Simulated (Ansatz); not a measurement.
# H₃OSSi₂ (doublet): what the fields show

Input file:

```
crystal:
  periodic: [false, false, false]
  atoms:
    - {symbol: O, position_ang: [-0.586473, -1.019688, -1.560199]}
    - {symbol: S, position_ang: [-2.854440, 0.654103, -1.272215]}
    - {symbol: Si, position_ang: [-1.622456, -0.375429, -2.740401]}
    - {symbol: Si, position_ang: [-1.288091, -0.359967, -0.175192]}
    - {symbol: H, position_ang: [-2.342156, -1.477931, -3.471661]}
    - {symbol: H, position_ang: [-1.803624, -1.413791, 0.739626]}
    - {symbol: H, position_ang: [-0.368018, 0.556046, 0.549458]}
basis:
  gaussian:
    orbitals: def2-TZVPD
magnetization:
  spin_polarized: true
  initial_magnetization: 1
hamiltonian:
  xc: pbe0
output: {forces: true, orbitals: {seedname: orbitals}}
```

Command:

```sh
ansatz run input.yaml --threads 2 --pin off --max-ram 4350MiB --events-out events.jsonl --progress --plain --runs-dir runs
```

Geometry: PBE0-D3(BJ)/def2-SVP.

The calculation used isolated molecule in a Gaussian basis; Kohn-Sham density functional theory, functional PBE0 in Ansatz.

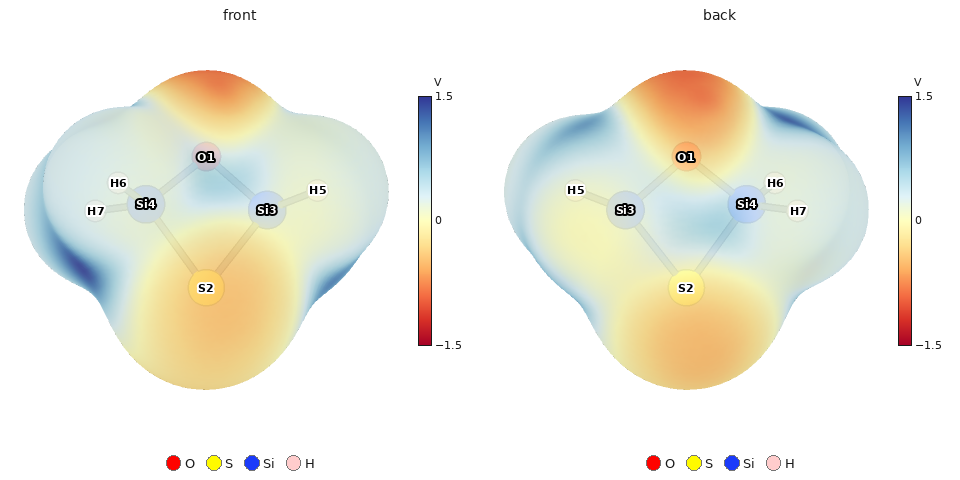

Figure 1. The molecular electrostatic potential painted on the density surface at 0.001 e/bohr³, seen from the front and from behind; the colour scale runs from red (negative) to blue (positive).

> Where is the surface potential most negative and most positive?

The most negative region (about −0.9 V, or −21 kcal/mol for a unit charge) lies over O1, the most positive (about +1.3 V, or +30 kcal/mol for a unit charge) over Si4.

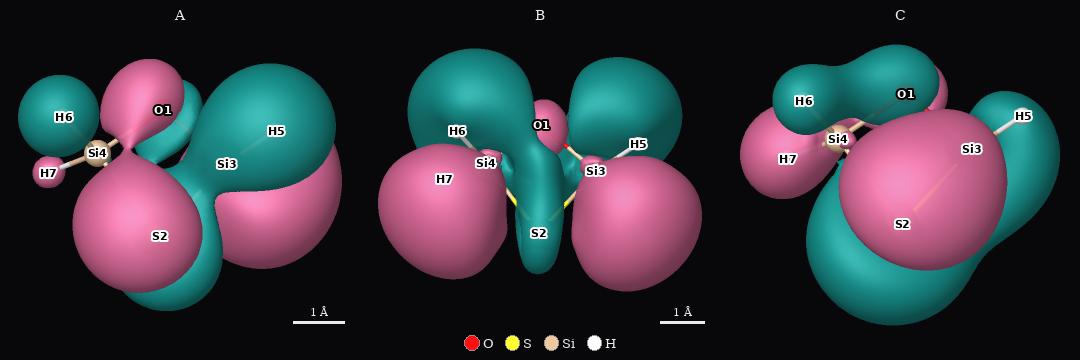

Figure 2. Three frontier orbitals at ±0.05 Å⁻³ᐟ² (teal and pink are the two phases), in no order.

> Which picture is the HOMO−1, the HOMO and the LUMO? All are α orbitals.

C is the HOMO−1 (α) (−8.14 eV). Its weight (Hirshfeld) is mainly on S2 (about 65 %) and Si3 (about 15 %). A is the HOMO (α) (−6.28 eV). Its weight (Hirshfeld) is mainly on Si3 (about 55 %), S2 (about 20 %), H5 (about 10 %) and O1 (about 5 %). B is the LUMO (α) (−1.23 eV). Its weight (Hirshfeld) is mainly on Si3 (about 40 %), Si4 (about 30 %) and S2 (about 10 %).

> What is the gap between the highest occupied and lowest empty α orbitals?

5.05 eV between the orbital energies.

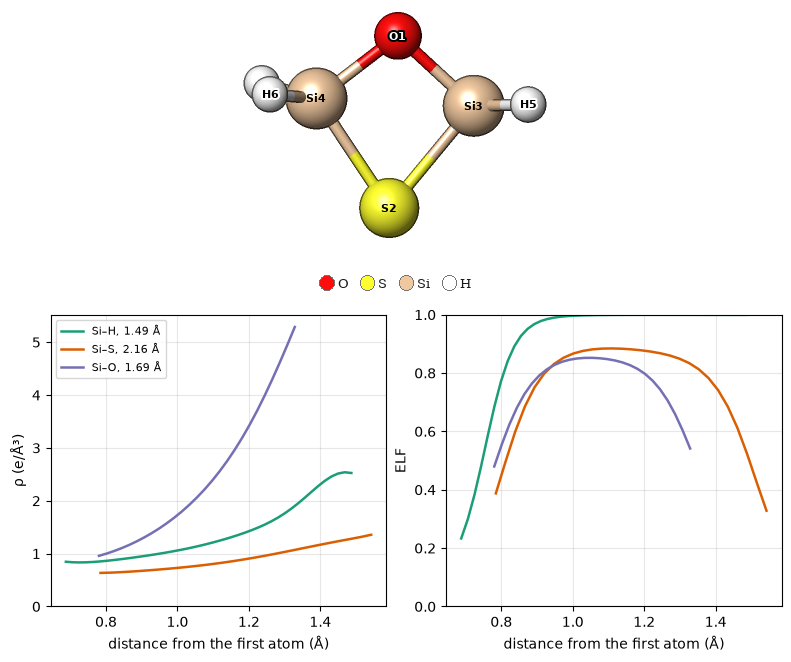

Figure 3. Total electron density and ELF along straight lines between neighbouring atoms. The curves leave out the atomic cores. The structure is drawn too.

> Compare the contacts.

Si–H (1.49 Å): the density is about 0.84 e/Å³ at the midpoint; the ELF climbs to about 1 towards the hydrogen, as it does in any bond to H.
Si–S (2.16 Å): ρ at the midpoint is about 0.79 e/Å³; the ELF peaks at about 0.90 between the atoms, as expected for a shared electron pair.
Si–O (1.69 Å): the density is about 1.1 e/Å³ at the midpoint; the ELF peaks at about 0.85 between the atoms; a polar covalent bond.
